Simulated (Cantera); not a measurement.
A closed system holds: 1 mol B, 0.45 mol O2, 0.17 mol H2, 6.4 mol N2, at 1550 K.

Method: chemical equilibrium by Gibbs-energy minimisation in Cantera with the NASA 1993 tables (ideal gas, pure condensed phases). Candidate condensed phases: B, BN, B2O3, B3O3H3, H2O; 39 gas species. Mutual solubility and eutectic melting of coexisting phases are not modelled. Gases not in the tables: H3BO3. The numbers say what is thermodynamically allowed, not how fast it happens.

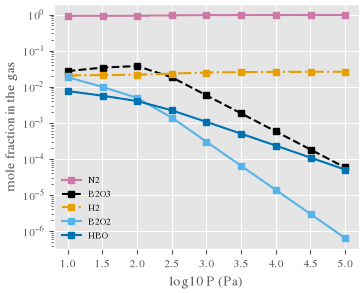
Equilibrium gas composition (values under 1e-9 drawn at 1e-9)

Task: Read off the mole fractions at 10.0 Pa.

Result: N2 about 0.92, B2O3 about 0.027, H2 about 0.020, B2O2 about 0.018, HBO about 0.0076.
